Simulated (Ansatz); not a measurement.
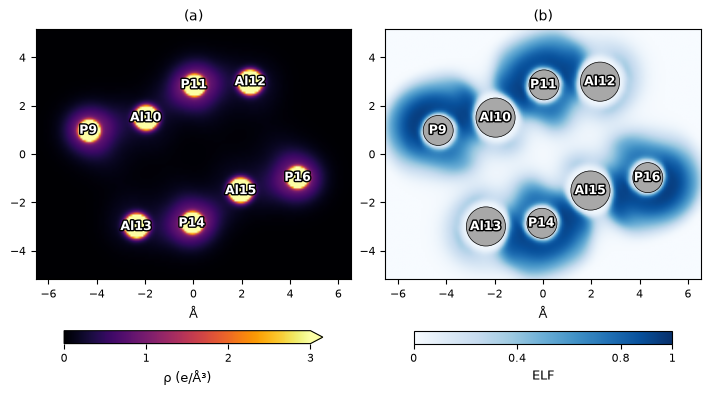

The picture shows: Al₁₂P₁₂ (Al12P12 wurtzite hole rod). (a) total electron density; (b) electron localisation function on the plane of atoms P14, Al15 and P16. Grey discs cover the atomic cores in the ELF map.

Geometry: r2SCAN-D4/def2-SVP.

All numbers below come from RKS PBE0-D4/def2-SVP (Ansatz).

Input file:

```
crystal:
  periodic: [false, false, false]
  atoms:
    - {symbol: P, position_ang: [-0.012502, -2.530533, -3.655385]}
    - {symbol: Al, position_ang: [-1.646314, -0.941007, -3.310122]}
    - {symbol: Al, position_ang: [-0.006157, -2.136831, -1.255747]}
    - {symbol: P, position_ang: [-2.289487, -1.316504, -1.109921]}
    - {symbol: P, position_ang: [-0.000933, -2.639371, 1.113749]}
    - {symbol: Al, position_ang: [-1.848932, -1.065670, 1.258021]}
    - {symbol: Al, position_ang: [0.004017, -1.891450, 3.312755]}
    - {symbol: P, position_ang: [-2.187284, -1.263709, 3.657830]}
    - {symbol: P, position_ang: [-2.199666, 1.271502, -3.647249]}
    - {symbol: Al, position_ang: [-1.850670, 1.071170, -1.249273]}
    - {symbol: P, position_ang: [-2.281215, 1.322754, 1.119912]}
    - {symbol: Al, position_ang: [-1.628313, 0.946824, 3.317063]}
    - {symbol: Al, position_ang: [1.628217, -0.946439, -3.317821]}
    - {symbol: P, position_ang: [2.280488, -1.323142, -1.120580]}
    - {symbol: Al, position_ang: [1.851872, -1.071955, 1.250411]}
    - {symbol: P, position_ang: [2.198572, -1.270543, 3.649304]}
    - {symbol: P, position_ang: [2.186625, 1.264293, -3.658243]}
    - {symbol: Al, position_ang: [-0.004633, 1.891661, -3.312314]}
    - {symbol: Al, position_ang: [1.849259, 1.065549, -1.258194]}
    - {symbol: P, position_ang: [0.002510, 2.639531, -1.113211]}
    - {symbol: P, position_ang: [2.290617, 1.314593, 1.110066]}
    - {symbol: Al, position_ang: [0.006277, 2.135917, 1.254971]}
    - {symbol: Al, position_ang: [1.645742, 0.941761, 3.310097]}
    - {symbol: P, position_ang: [0.011900, 2.531590, 3.653893]}
basis:
  gaussian: {orbitals: def2-SVP, fitting: {mean_field: def2-universal-jkfit}, initial_orbitals: start.molden}
hamiltonian: {xc: pbe0, dispersion: d4}
scf: {omitted_lower_state_checks: [starts]}
output: {forces: true, orbitals: {seedname: orbitals}}
```

Run with:

```sh
ansatz run in.yaml --threads 2 --pin off --events-out ev --progress --plain --max-ram 22528MiB --backend cuda --devices 0, --max-vram 18GiB
```

**What does the map show?**

The section cuts through P and Al sites.
Al–P (2.32 Å): ρ is about 0.48 e/Å³ halfway; the ELF peaks at about 0.85 in the valence shell of P, 1.0 Å from its nucleus, and is about 0.85 at the midpoint.
Al–P (2.42 Å): ρ at the midpoint is about 0.43 e/Å³; the ELF peaks at about 0.90 in the valence shell of P, 1.0 Å from its nucleus, and is about 0.85 at the midpoint.
The ELF also peaks beside P16 and P9, away from the bonds: lone-pair regions.
